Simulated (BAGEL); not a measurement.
**RI-MP2/6-31G(d) (density fitting with qzvpp-jkfit, spherical functions) run of CH3B2Br (SMILES BrC1BB1)**

Aim: the energy change on altering one bond length of CH3B2Br at RI-MP2/6-31G* (density fitting with qzvpp-jkfit, spherical functions), from 2 runs. 

The calculation is run with BAGEL 1.2.2.

4 further runs of the same task are left out: 4 that didn't finish. Runs told in other sessions of the task aren't counted.

**1. The molecule**

CH3B2Br has 7 atoms, charge 0, and is taken as a singlet. SMILES: `BrC1BB1`. The coordinates come from a PBE0-D4/def2-TZVP relaxation.

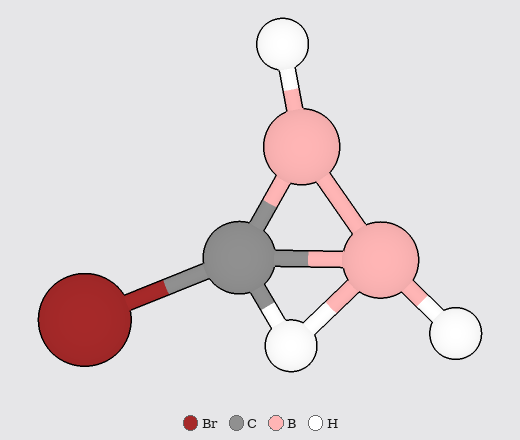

The structure, seen from a chosen angle (bromine red, carbon grey, boron pink, hydrogen white).

**2. A single-point energy at RI-MP2/6-31G(d) (density fitting with qzvpp-jkfit, spherical functions)**

job.json reads:

```json
{ "bagel": [

{
  "title": "molecule",
  "basis": "6-31gs.json",
  "df_basis": "qzvpp-jkfit",
  "angstrom": true,
  "geometry": [
    { "atom": "Br", "xyz": [   -2.218900,   -1.008100,   -0.537700 ] },
    { "atom": "C", "xyz": [   -0.548400,   -0.233600,   -0.085800 ] },
    { "atom": "B", "xyz": [    0.110800,    0.489700,    0.976800 ] },
    { "atom": "B", "xyz": [    0.987200,    0.189600,   -0.278500 ] },
    { "atom": "H", "xyz": [    0.027700,   -0.495600,   -1.050400 ] },
    { "atom": "H", "xyz": [   -0.112900,    0.921700,    2.050200 ] },
    { "atom": "H", "xyz": [    1.815700,    0.068500,   -1.120300 ] }
  ]
},
{
  "title": "hf"
},
{
  "title": "mp2",
  "ncore": 12
}

]}
```

The basis set 6-31G* is read from a file made from the Basis Set Exchange's data (not shown).

Command:

```bash
BAGEL_NUM_THREADS=1 BAGEL job.json > job.out
```

Standard output:

```text
* using 1 threads per process

  ===============================================================
  ===============================================================

  *** Geometry ***

  { "atom" : "Br", "xyz" : [     -4.193113,     -1.905033,     -1.016106 ] },
  { "atom" : "C", "xyz" : [     -1.036326,     -0.441440,     -0.162139 ] },
  { "atom" : "B", "xyz" : [      0.209382,      0.925399,      1.845884 ] },
  { "atom" : "B", "xyz" : [      1.865538,      0.358292,     -0.526289 ] },
  { "atom" : "H", "xyz" : [      0.052345,     -0.936548,     -1.984968 ] },
  { "atom" : "H", "xyz" : [     -0.213350,      1.741761,      3.874317 ] },
  { "atom" : "H", "xyz" : [      3.431176,      0.129446,     -2.117060 ] },

  Number of auxiliary basis functions:      545

  Since a DF basis is specified, we compute 2- and 3-index integrals:
    o Being stored without compression. Storage requirement is 0.028 GB

  Number of basis functions:       80
  Number of electrons      :       54

    * METHOD: MOLECULE                             0.26

  *** RHF ***

  === Nuclear Repulsion ===
   176.6546571068

      * DIIS with orbital gradients will be used.

  === RHF iteration (6-31gs.json) ===
      0      -2660.88142299          0.01253387           0.06
      1      -2660.95537120          0.00384977           0.06
      2      -2660.96306260          0.00134588           0.06
      3      -2660.96446989          0.00045493           0.06
      4      -2660.96464557          0.00020265           0.06
      5      -2660.96469983          0.00005700           0.06
      6      -2660.96470611          0.00001700           0.06
      7      -2660.96470652          0.00000635           0.06
      8      -2660.96470656          0.00000276           0.06
      9      -2660.96470657          0.00000096           0.06
     10      -2660.96470657          0.00000052           0.06
     11      -2660.96470657          0.00000017           0.06
     12      -2660.96470657          0.00000006           0.06
     13      -2660.96470657          0.00000002           0.06
     14      -2660.96470657          0.00000001           0.06
    * SCF iteration converged.

    * Permanent dipole moment:
           (   -0.417864,     0.093650,     0.495023) a.u.

    * METHOD: HF                                   1.09

  *** RHF ***

  === Nuclear Repulsion ===
   176.6546571068

      * DIIS with orbital gradients will be used.

  === RHF iteration (6-31gs.json) ===
      0      -2660.96470657          0.00000000           0.06
    * SCF iteration converged.

    * Permanent dipole moment:
           (   -0.417864,     0.093650,     0.495023) a.u.

  === DF-MP2 calculation ===

    * freezing 12 orbitals
    * 3-index integral transformation done
    * assembly done

      MP2 correlation energy:   -0.5454015639      0.04

      MP2 total energy:       -2661.5101081359

    * METHOD: MP2                                  0.17

  ===============================================================
```

Run time: 1.7 s. Hardware: 1 thread of Arm Neoverse V2, shared host; peak memory 0.13 GiB.

**3. The distorted shape at the same level**

mp2.json reads:

```json
{ "bagel" : [

{
  "title" : "molecule",
  "basis" : "6-31gs.json",
  "df_basis" : "qzvpp-jkfit",
  "angstrom" : true,
  "geometry" : [
    { "atom" : "Br", "xyz" : [   -2.720017,   -1.240435,   -0.673261 ] },
    { "atom" : "C", "xyz" : [   -0.548400,   -0.233600,   -0.085800 ] },
    { "atom" : "B", "xyz" : [    0.110800,    0.489700,    0.976800 ] },
    { "atom" : "B", "xyz" : [    0.987200,    0.189600,   -0.278500 ] },
    { "atom" : "H", "xyz" : [    0.027700,   -0.495600,   -1.050400 ] },
    { "atom" : "H", "xyz" : [   -0.112900,    0.921700,    2.050200 ] },
    { "atom" : "H", "xyz" : [    1.815700,    0.068500,   -1.120300 ] }
  ]
},
{ "title" : "hf" },
{ "title" : "mp2", "ncore" : 12 }

]}
```

The basis set 6-31G* is read from a file made from the Basis Set Exchange's data (not shown).

Command:

```bash
BAGEL_NUM_THREADS=1 BAGEL mp2.json > mp2.out
```

Standard output:

```text
* using 1 threads per process

  ===============================================================
  ===============================================================

  *** Geometry ***

  { "atom" : "Br", "xyz" : [     -5.140087,     -2.344082,     -1.272279 ] },
  { "atom" : "C", "xyz" : [     -1.036326,     -0.441440,     -0.162139 ] },
  { "atom" : "B", "xyz" : [      0.209382,      0.925399,      1.845884 ] },
  { "atom" : "B", "xyz" : [      1.865538,      0.358292,     -0.526289 ] },
  { "atom" : "H", "xyz" : [      0.052345,     -0.936548,     -1.984968 ] },
  { "atom" : "H", "xyz" : [     -0.213350,      1.741761,      3.874317 ] },
  { "atom" : "H", "xyz" : [      3.431176,      0.129446,     -2.117060 ] },

  Number of auxiliary basis functions:      545

  Since a DF basis is specified, we compute 2- and 3-index integrals:
    o Being stored without compression. Storage requirement is 0.028 GB

  Number of basis functions:       80
  Number of electrons      :       54

    * METHOD: MOLECULE                             0.26

  *** RHF ***

  === Nuclear Repulsion ===
   152.5695241505

      * DIIS with orbital gradients will be used.

  === RHF iteration (6-31gs.json) ===
      0      -2660.81167849          0.01188492           0.06
      1      -2660.89306016          0.00508521           0.06
      2      -2660.90712664          0.00227248           0.06
      3      -2660.91091219          0.00069977           0.06
      4      -2660.91163222          0.00037224           0.06
      5      -2660.91188055          0.00021427           0.06
      6      -2660.91194105          0.00009068           0.06
      7      -2660.91195276          0.00002598           0.06
      8      -2660.91195375          0.00000797           0.06
      9      -2660.91195386          0.00000319           0.06
     10      -2660.91195388          0.00000131           0.06
     11      -2660.91195388          0.00000054           0.06
     12      -2660.91195388          0.00000022           0.06
     13      -2660.91195388          0.00000012           0.06
     14      -2660.91195389          0.00000005           0.06
     15      -2660.91195389          0.00000002           0.06
     16      -2660.91195388          0.00000001           0.06
    * SCF iteration converged.

    * Permanent dipole moment:
           (   -1.403991,    -0.367274,     0.219840) a.u.

    * METHOD: HF                                   1.21

  *** RHF ***

  === Nuclear Repulsion ===
   152.5695241505

      * DIIS with orbital gradients will be used.

  === RHF iteration (6-31gs.json) ===
      0      -2660.91195388          0.00000001           0.06
    * SCF iteration converged.

    * Permanent dipole moment:
           (   -1.403992,    -0.367275,     0.219839) a.u.

  === DF-MP2 calculation ===

    * freezing 12 orbitals
    * 3-index integral transformation done
    * assembly done

      MP2 correlation energy:   -0.5578752830      0.04

      MP2 total energy:       -2661.4698291680

    * METHOD: MP2                                  0.17

  ===============================================================
```

It took 1.8 s on 1 thread of Arm Neoverse V2, shared host; peak memory 0.13 GiB.

**4. What came out**

At RI-MP2/6-31G* (density fitting with qzvpp-jkfit, spherical functions), 12 core orbitals frozen:

```
                                                          quantity           value
                                         first shape: total energy  -2661.51011 Eh
         first shape: correlation energy (12 core orbitals frozen)      -545.4 mEh
                                     distorted shape: total energy  -2661.46983 Eh
     distorted shape: correlation energy (12 core orbitals frozen)      -557.9 mEh
energy change with the Br1–C2 bond stretched from 1.896 to 2.465 Å        1.096 eV
```

With the Br1–C2 bond stretched from 1.896 to 2.465 Å the energy rises by 1.10 eV (25 kcal/mol). The first shape isn't relaxed at this level, so the change isn't measured from a minimum.
